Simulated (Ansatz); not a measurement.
Profile along the Ca–F line in CaF2 (fluorite)

CaF₂ (fluorite), conventional cell a = b = c = 5.420 Å, α = β = γ = 90.00°. The calculation uses the primitive cell of 3 atoms, to which meshes and values per cell refer.

Fields along a shortest Ca–F line of a {110} plane (2.35 Å), from Ca to F, interpolated on the slice's grid (step about 0.2 Å). The numbers are results of PBEsol (plane waves to 420 eV, PAW, scalar-relativistic; Ansatz, an electronic-structure program), not measurements. k mesh 11×11×11. Inside the PAW spheres the values are not all-electron values, and peaks at nuclei hang on which shells count as valence. CaF2 was relaxed with its symmetry unable to fall. The PAW data are Ansatz's earlier set.

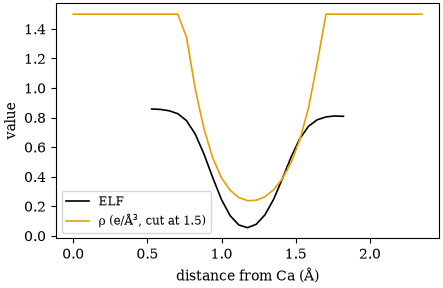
*ELF (away from the nuclei) and valence density from Ca to F.*

Density on the Ca–F line (2.35 Å) at its midpoint: 0.24 e/Å³. ELF at that point: 0.1. Character of the Ca–F contact (rough rule: ELF there above 0.7 covalent, below 0.2 ionic, polar between): closed-shell (ionic).
